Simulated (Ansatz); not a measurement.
Consider C₅H₇N.

The calculation's input:

```
crystal:
  periodic: [false, false, false]
  atoms:
    - {symbol: C, position_ang: [0.976353, -1.646089, -0.472326]}
    - {symbol: C, position_ang: [0.005349, -0.885177, 0.005210]}
    - {symbol: C, position_ang: [-0.976166, -0.914176, 1.084905]}
    - {symbol: N, position_ang: [-1.510181, 0.239699, 0.880519]}
    - {symbol: C, position_ang: [-0.600366, 0.484492, -0.288784]}
    - {symbol: C, position_ang: [0.276910, 1.700624, -0.147911]}
    - {symbol: H, position_ang: [1.572755, -1.330184, -1.321062]}
    - {symbol: H, position_ang: [1.208323, -2.608566, -0.030190]}
    - {symbol: H, position_ang: [-1.247701, -1.628216, 1.860214]}
    - {symbol: H, position_ang: [-1.179223, 0.517529, -1.217302]}
    - {symbol: H, position_ang: [-0.333549, 2.606172, -0.130866]}
    - {symbol: H, position_ang: [0.853719, 1.655646, 0.778347]}
    - {symbol: H, position_ang: [0.974078, 1.773444, -0.985955]}
basis:
  gaussian: {orbitals: def2-TZVPP}
hamiltonian: {xc: pbe0, dispersion: d4}
output: {orbitals: {seedname: orbitals}}
```

Command:

```sh
ansatz run in.yaml --threads 4 --pin off --events-out ev --progress --plain --max-ram 10444MiB
```

Geometry: PBE0-D4/def2-TZVP.

All numbers below come from RKS PBE0-D4/def2-TZVPP in Ansatz 0.2.0.

What will maps of the electron density and electron localisation function show?

Answer. C–N (1.29 Å): ρ at the midpoint is about 2.9 e/Å³; the ELF peaks at about 0.90 between the atoms, as expected for a covalent bond.
C–C (1.32 Å): ρ is about 2.4 e/Å³ halfway; the ELF peaks at about 0.95 between the atoms: a short, multiple covalent bond.
C–H (1.08 Å): ρ at the midpoint is about 2 e/Å³; the ELF climbs to about 1 towards the hydrogen, as it does in any bond to H (an ordinary covalent bond to hydrogen).
C–C (1.46 Å): ρ is about 1.9 e/Å³ halfway; the ELF peaks at about 0.95 between the atoms (a covalent bond).

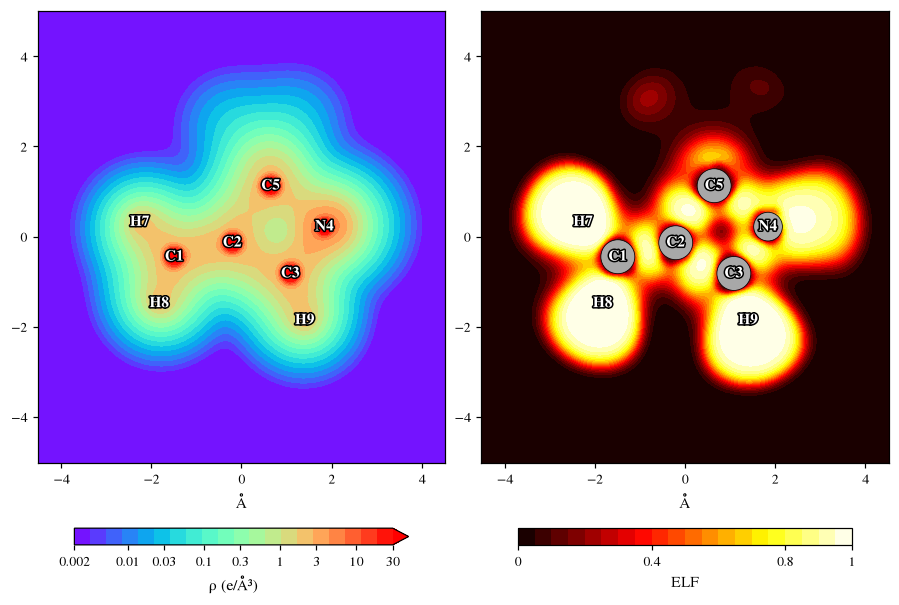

Computed electron density and electron localisation function on the plane of atoms H7, C1 and H8, in this order. Grey discs cover the atomic cores in the ELF map. 
